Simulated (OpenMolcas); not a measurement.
## Single-point calculation, with input and output: CF2 (charge +1) (part 2 of 3)

The same run, continued: CF2, charge +1, multiplicity 4, SMILES F[C+]F; M06-2X/cc-pVTZ, UKS (OpenMolcas 26.06). The geometry is that of the parent species in another charge or spin state. The geometry comes from this level: PBE0-D4/def2-TZVP.

Geometry of the input (Å):
```
F  0.3791  0.9730  0.3162
C  0.2757  -0.2214  0.1273
F  -0.6548  -0.7516  -0.4435
```

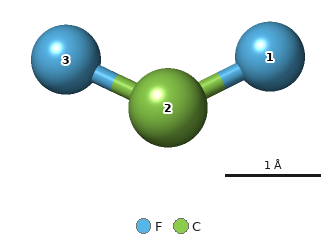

Fig. 1: The input geometry (ball-and-stick view, seen at a tilt; atoms are numbered from 1 in the order of the input).

## What the program printed, continued
```
    4   -1.9437    1.0000          3 F1     1s     ( 0.630),    33 C2     1s     ( 0.325),    63 F3     1s     ( 0.630),

    5   -1.8906    1.0000          3 F1     1s     (-0.673),    63 F3     1s     ( 0.673),

    6   -1.2295    1.0000          3 F1     1s     (-0.302),     9 F1     2py    (-0.515),    33 C2     1s     ( 0.581),    63 F3     1s     (-0.302),
                                  66 F3     2px    ( 0.365),    69 F3     2py    ( 0.341),

    7   -1.1467    1.0000          9 F1     2py    ( 0.631),    39 C2     2py    (-0.415),    66 F3     2px    ( 0.552),

    8   -1.1235    1.0000          6 F1     2px    ( 0.567),    12 F1     2pz    ( 0.293),    66 F3     2px    ( 0.339),    69 F3     2py    (-0.554),

    9   -1.1009    1.0000          6 F1     2px    (-0.312),    12 F1     2pz    ( 0.567),    42 C2     2pz    ( 0.373),    66 F3     2px    (-0.312),
                                  72 F3     2pz    ( 0.567),

   10   -1.0468    1.0000          6 F1     2px    ( 0.650),    69 F3     2py    ( 0.741),

   11   -1.0301    1.0000          6 F1     2px    ( 0.357),    12 F1     2pz    (-0.648),    66 F3     2px    (-0.357),    72 F3     2pz    ( 0.649),

   12   -0.7396    1.0000          9 F1     2py    ( 0.329),    33 C2     1s     ( 0.642),    36 C2     2px    ( 0.570),    39 C2     2py    (-0.458),
                                  66 F3     2px    (-0.345),

   13   -0.5961    1.0000         36 C2     2px    (-0.530),    42 C2     2pz    ( 0.964),

   14   -0.1237    0.0000         34 C2     1s     (-1.445),

   15   -0.0397    0.0000          4 F1     1s     (-0.880),    37 C2     2px    ( 0.640),    40 C2     2py    ( 1.068),    64 F3     1s     ( 0.880),

   16    0.0626    0.0000         37 C2     2px    (-0.735),    43 C2     2pz    ( 1.335),

   17    0.0734    0.0000         34 C2     1s     (-2.429),

   18    0.0799    0.0000         34 C2     1s     (-1.534),    37 C2     2px    (-0.868),

   19    0.1734    0.0000          4 F1     1s     (-0.877),    37 C2     2px    ( 0.814),    39 C2     2py    (-0.968),    40 C2     2py    ( 1.358),
                                  64 F3     1s     ( 0.877),

   20    0.3578    0.0000          4 F1     1s     (-1.337),    10 F1     2py    ( 1.598),    38 C2     2py    ( 1.306),    64 F3     1s     ( 1.337),
                                  67 F3     2px    ( 1.286),

--

      All orbitals with orbital energies smaller than  E(LUMO)+0.5 are printed

++    Molecular orbitals:
      -------------------

      Title: UKS-DFT orbitals (beta)

      Molecular orbitals for symmetry species 1: a

      Basis set list:
        1 F1     1s                 19 F1     3d0                37 C2     2px                55 C2     4f2-               73 F3     2pz
        2 F1     1s                 20 F1     3d1+               38 C2     2py                56 C2     4f1-               74 F3     3d2-
        3 F1     1s                 21 F1     3d1+               39 C2     2py                57 C2     4f0                75 F3     3d2-
        4 F1     1s                 22 F1     3d2+               40 C2     2py                58 C2     4f1+               76 F3     3d1-
        5 F1     2px                23 F1     3d2+               41 C2     2pz                59 C2     4f2+               77 F3     3d1-
        6 F1     2px                24 F1     4f3-               42 C2     2pz                60 C2     4f3+               78 F3     3d0
        7 F1     2px                25 F1     4f2-               43 C2     2pz                61 F3     1s                 79 F3     3d0
        8 F1     2py                26 F1     4f1-               44 C2     3d2-               62 F3     1s                 80 F3     3d1+
        9 F1     2py                27 F1     4f0                45 C2     3d2-               63 F3     1s                 81 F3     3d1+
       10 F1     2py                28 F1     4f1+               46 C2     3d1-               64 F3     1s                 82 F3     3d2+
       11 F1     2pz                29 F1     4f2+               47 C2     3d1-               65 F3     2px                83 F3     3d2+
       12 F1     2pz                30 F1     4f3+               48 C2     3d0                66 F3     2px                84 F3     4f3-
       13 F1     2pz                31 C2     1s                 49 C2     3d0                67 F3     2px                85 F3     4f2-
       14 F1     3d2-               32 C2     1s                 50 C2     3d1+               68 F3     2py                86 F3     4f1-
       15 F1     3d2-               33 C2     1s                 51 C2     3d1+               69 F3     2py                87 F3     4f0
       16 F1     3d1-               34 C2     1s                 52 C2     3d2+               70 F3     2py                88 F3     4f1+
       17 F1     3d1-               35 C2     2px                53 C2     3d2+               71 F3     2pz                89 F3     4f2+
       18 F1     3d0                36 C2     2px                54 C2     4f3-               72 F3     2pz                90 F3     4f3+

  Index Energy  Occupation Coefficients ...

    1  -25.7638    1.0000          1 F1     1s     ( 0.762),    61 F3     1s     ( 0.646),

    2  -25.7638    1.0000          1 F1     1s     ( 0.646),    61 F3     1s     (-0.762),

    3  -11.0210    1.0000         31 C2     1s     ( 0.998),

    4   -1.8786    1.0000          3 F1     1s     ( 0.624),    63 F3     1s     ( 0.624),

    5   -1.8223    1.0000          3 F1     1s     (-0.667),    63 F3     1s     ( 0.667),

    6   -1.1560    1.0000          3 F1     1s     (-0.289),     9 F1     2py    (-0.556),    33 C2     1s     ( 0.491),    63 F3     1s     (-0.289),
                                  66 F3     2px    ( 0.431),

    7   -1.0970    1.0000          9 F1     2py    ( 0.630),    39 C2     2py    (-0.408),    66 F3     2px    ( 0.532),

    8   -1.0282    1.0000          6 F1     2px    (-0.315),    12 F1     2pz    ( 0.572),    66 F3     2px    (-0.315),    72 F3     2pz    ( 0.572),

    9   -0.9663    1.0000          6 F1     2px    ( 0.345),    12 F1     2pz    (-0.627),    66 F3     2px    (-0.345),    72 F3     2pz    ( 0.627),

   10   -0.9338    1.0000          6 F1     2px    ( 0.524),    12 F1     2pz    ( 0.272),    66 F3     2px    ( 0.303),    69 F3     2py    (-0.517),

   11   -0.7012    0.0000          6 F1     2px    ( 0.601),    12 F1     2pz    ( 0.338),    69 F3     2py    ( 0.674),

   12   -0.3786    0.0000         34 C2     1s     (-0.792),

   13   -0.2582    0.0000         36 C2     2px    (-0.385),    42 C2     2pz    ( 0.699),    43 C2     2pz    ( 0.377),

--

++    Molecular charges:
      ------------------

      Mulliken charges per centre and basis function type
      ---------------------------------------------------

                            F1                      C2                      F3
                     alpha        beta       alpha        beta       alpha        beta
      1s           1.9432      1.9398      1.7781      1.2912      1.9432      1.9398
      2px          0.9549      0.5297      0.5995      0.1853      0.8406      0.7796
      2pz          0.9598      0.7914      0.8667      0.1421      0.9210      0.8761
      2py          0.7551      0.7477      0.3762      0.2275      0.9082      0.4131
      3d2+         0.0037      0.0036      0.0245      0.0150      0.0029      0.0025
      3d1+         0.0002      0.0002      0.0123      0.0095      0.0034      0.0026
      3d0          0.0015      0.0013      0.0142      0.0146      0.0032      0.0014
      3d1-         0.0051      0.0025      0.0236      0.0277      0.0016      0.0013
      3d2-         0.0035      0.0026      0.0308      0.0356      0.0027      0.0024
      4f3+         0.0002      0.0001      0.0053      0.0013      0.0001      0.0001
      4f2+         0.0001      0.0001      0.0036      0.0024      0.0001      0.0001
      4f1+         0.0000      0.0000      0.0023      0.0029      0.0002      0.0001
      4f0          0.0001      0.0001      0.0016      0.0018      0.0001      0.0001
      4f1-         0.0001      0.0001      0.0017      0.0017      0.0001      0.0000
      4f2-         0.0000      0.0000      0.0017      0.0011      0.0001      0.0001
      4f3-         0.0001      0.0002      0.0027      0.0018      0.0001      0.0001
      Total        4.6276      4.0193      3.7448      1.9615      4.6276      4.0193
      Total              8.6469                  5.7062                  8.6469

      Charge            0.3531                  0.2938                  0.3531

      Total electronic charge=   23.000000

      Total            charge=    1.000000
--

++    Molecular orbitals:
      -------------------

      Title: Natural orbitals

      Molecular orbitals for symmetry species 1: a

      Basis set list:
        1 F1     1s                 19 F1     3d0                37 C2     2px                55 C2     4f2-               73 F3     2pz
        2 F1     1s                 20 F1     3d1+               38 C2     2py                56 C2     4f1-               74 F3     3d2-
        3 F1     1s                 21 F1     3d1+               39 C2     2py                57 C2     4f0                75 F3     3d2-
        4 F1     1s                 22 F1     3d2+               40 C2     2py                58 C2     4f1+               76 F3     3d1-
        5 F1     2px                23 F1     3d2+               41 C2     2pz                59 C2     4f2+               77 F3     3d1-
        6 F1     2px                24 F1     4f3-               42 C2     2pz                60 C2     4f3+               78 F3     3d0
        7 F1     2px                25 F1     4f2-               43 C2     2pz                61 F3     1s                 79 F3     3d0
        8 F1     2py                26 F1     4f1-               44 C2     3d2-               62 F3     1s                 80 F3     3d1+
        9 F1     2py                27 F1     4f0                45 C2     3d2-               63 F3     1s                 81 F3     3d1+
       10 F1     2py                28 F1     4f1+               46 C2     3d1-               64 F3     1s                 82 F3     3d2+
       11 F1     2pz                29 F1     4f2+               47 C2     3d1-               65 F3     2px                83 F3     3d2+
       12 F1     2pz                30 F1     4f3+               48 C2     3d0                66 F3     2px                84 F3     4f3-
       13 F1     2pz                31 C2     1s                 49 C2     3d0                67 F3     2px                85 F3     4f2-
       14 F1     3d2-               32 C2     1s                 50 C2     3d1+               68 F3     2py                86 F3     4f1-
       15 F1     3d2-               33 C2     1s                 51 C2     3d1+               69 F3     2py                87 F3     4f0
       16 F1     3d1-               34 C2     1s                 52 C2     3d2+               70 F3     2py                88 F3     4f1+
       17 F1     3d1-               35 C2     2px                53 C2     3d2+               71 F3     2pz                89 F3     4f2+
       18 F1     3d0                36 C2     2px                54 C2     4f3-               72 F3     2pz                90 F3     4f3+

  Index Energy  Occupation Coefficients ...

    1  -25.7168    2.0000          1 F1     1s     (-0.829),    61 F3     1s     ( 0.554),

    2  -25.6987    2.0000          1 F1     1s     ( 0.553),    61 F3     1s     ( 0.828),

    3  -11.0533    2.0000         31 C2     1s     ( 0.998),

    4   -1.7449    2.0000          3 F1     1s     (-0.505),     9 F1     2py    ( 0.388),    39 C2     2py    (-0.400),    63 F3     1s     ( 0.505),
                                  66 F3     2px    ( 0.325),

    5   -1.9358    1.9999          3 F1     1s     ( 0.673),    63 F3     1s     ( 0.673),

    6   -1.2910    1.9999          3 F1     1s     ( 0.480),     9 F1     2py    ( 0.513),    39 C2     2py    (-0.259),    63 F3     1s     (-0.480),
                                  66 F3     2px    ( 0.436),

    7   -1.2213    1.9998          9 F1     2py    (-0.576),    33 C2     1s     ( 0.563),    66 F3     2px    ( 0.447),

    8   -0.9979    1.9996          6 F1     2px    ( 0.351),    12 F1     2pz    (-0.638),    66 F3     2px    (-0.351),    72 F3     2pz    ( 0.638),

    9   -1.0626    1.9992          6 F1     2px    (-0.320),    12 F1     2pz    ( 0.582),    66 F3     2px    (-0.320),    72 F3     2pz    ( 0.582),

   10   -1.0266    1.9956          6 F1     2px    ( 0.558),    12 F1     2pz    ( 0.293),    66 F3     2px    ( 0.301),    69 F3     2py    (-0.559),

   11   -0.8712    1.0000          6 F1     2px    ( 0.657),    12 F1     2pz    ( 0.368),    69 F3     2py    ( 0.732),

   12   -0.5402    1.0000         33 C2     1s     (-0.717),    36 C2     2px    (-0.562),    39 C2     2py    ( 0.452),

   13   -0.4112    1.0000         36 C2     2px    (-0.544),    42 C2     2pz    ( 0.989),

   14    0.2460    0.0044          6 F1     2px    (-0.694),     7 F1     2px    ( 0.415),    33 C2     1s     (-0.747),    69 F3     2py    ( 0.822),
                                  70 F3     2py    (-0.465),

   15    0.4079    0.0008         12 F1     2pz    (-0.528),    36 C2     2px    ( 0.499),    37 C2     2px    (-0.544),    42 C2     2pz    (-0.907),
                                  43 C2     2pz    ( 0.988),    72 F3     2pz    (-0.528),

   16    0.6744    0.0004          6 F1     2px    (-0.420),     7 F1     2px    ( 0.411),    12 F1     2pz    ( 0.764),    13 F1     2pz    (-0.747),
                                  66 F3     2px    ( 0.420),    67 F3     2px    (-0.411),    72 F3     2pz    (-0.764),    73 F3     2pz    ( 0.747),

   17    0.5895    0.0002         33 C2     1s     (-1.902),    34 C2     1s     ( 1.886),

   18    0.7767    0.0001          3 F1     1s     (-0.480),    10 F1     2py    ( 0.947),    38 C2     2py    ( 0.741),    63 F3     1s     ( 0.480),
                                  67 F3     2px    ( 0.816),

   19    1.6569    0.0001          3 F1     1s     (-0.596),     4 F1     1s     ( 0.747),    33 C2     1s     (-0.887),    34 C2     1s     ( 0.888),
                                  63 F3     1s     (-0.596),    64 F3     1s     ( 0.747),

   20    2.3074    0.0000          4 F1     1s     ( 1.432),    10 F1     2py    (-1.161),    38 C2     2py    (-1.079),    64 F3     1s     (-1.432),
                                  67 F3     2px    (-0.991),

   21    2.7332    0.0000         32 C2     1s     ( 1.140),    33 C2     1s     (-0.710),    35 C2     2px    (-1.042),    36 C2     2px    ( 1.098),
                                  38 C2     2py    ( 0.836),    39 C2     2py    (-0.881),    50 C2     3d1+   ( 0.573),

   22    8.2421    0.0000          2 F1     1s     ( 2.160),     3 F1     1s     (-3.409),     4 F1     1s     ( 2.458),    62 F3     1s     (-2.158),
                                  63 F3     1s     ( 3.406),    64 F3     1s     (-2.456),

   23    8.4102    0.0000          2 F1     1s     ( 2.190),     3 F1     1s     (-3.594),     4 F1     1s     ( 2.421),    62 F3     1s     ( 2.192),
                                  63 F3     1s     (-3.596),    64 F3     1s     ( 2.423),

   24    1.0972    0.0000          4 F1     1s     ( 2.419),    34 C2     1s     (-2.150),    64 F3     1s     ( 2.419),

   25    0.4864    0.0000          4 F1     1s     (-1.802),    40 C2     2py    ( 1.172),    64 F3     1s     ( 1.802),

   26    0.5038    0.0000          3 F1     1s     (-0.875),     4 F1     1s     ( 1.516),    34 C2     1s     (-1.430),    37 C2     2px    ( 0.972),
                                  40 C2     2py    (-0.780),    63 F3     1s     (-0.875),    64 F3     1s     ( 1.516),

   27    0.6554    0.0000         12 F1     2pz    (-0.543),    13 F1     2pz    ( 0.586),    37 C2     2px    ( 0.498),    41 C2     2pz    ( 0.586),
                                  43 C2     2pz    (-0.906),    72 F3     2pz    (-0.543),    73 F3     2pz    ( 0.586),

   28    0.3804    0.0000          4 F1     1s     ( 1.738),    10 F1     2py    (-0.955),    40 C2     2py    (-1.305),    64 F3     1s     (-1.738),

   29    1.0992    0.0000          4 F1     1s     ( 1.074),     9 F1     2py    ( 0.843),    10 F1     2py    (-1.360),    33 C2     1s     (-1.260),
                                  35 C2     2px    ( 0.970),    38 C2     2py    (-0.779),    64 F3     1s     ( 1.075),    66 F3     2px    (-0.804),
                                  67 F3     2px    ( 1.256),    73 F3     2pz    ( 0.691),

   30    1.0876    0.0000         12 F1     2pz    (-0.507),    13 F1     2pz    ( 0.597),    36 C2     2px    ( 0.451),    41 C2     2pz    ( 0.608),
                                  42 C2     2pz    (-0.820),    47 C2     3d1-   (-0.588),    49 C2     3d0    ( 0.551),    51 C2     3d1+   ( 0.514),
                                  53 C2     3d2+   (-0.440),    72 F3     2pz    (-0.507),    73 F3     2pz    ( 0.597),

   31    2.4729    0.0000          4 F1     1s     ( 1.567),     8 F1     2py    ( 0.797),     9 F1     2py    (-0.953),    64 F3     1s     (-1.567),
                                  66 F3     2px    (-0.903),

   32    0.7430    0.0000          4 F1     1s     (-1.055),    33 C2     1s     ( 1.419),    64 F3     1s     (-1.055),    70 F3     2py    (-0.845),

   33    1.0389    0.0000          7 F1     2px    ( 1.076),    70 F3     2py    ( 1.230),
```
